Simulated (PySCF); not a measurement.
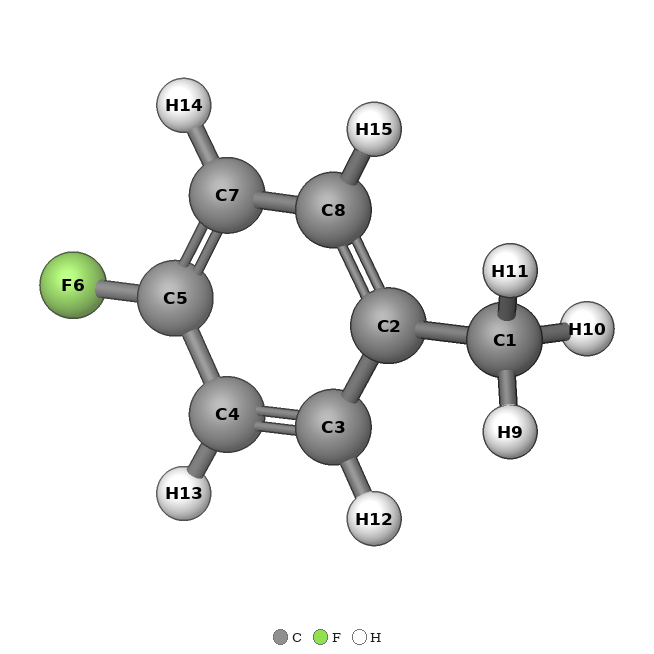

The computed structure is the end point of a PBE0-D3(BJ)/def2-SVP optimisation. No frequency run is at hand to confirm it as a minimum. Properties computed with B3LYP/def2-TZVP indirect spin-spin coupling, non-relativistic, gas phase (PySCF 2.14.0). Isotopes: 13C, 19F, 1H.

Give the spin–spin coupling constants of these pairs, with the number of bonds between them: C4/F6, F6/C7, C3/F6, F6/H14, F6/C8.

```
   pair  bonds apart  J (Hz)
 C4, F6            2    19.3
 F6, C7            2    19.2
 C3, F6            3     5.4
F6, H14            3     8.3
 F6, C8            3     5.4
```

Density functionals are unreliable for couplings to fluorine, so those rows may be far off.
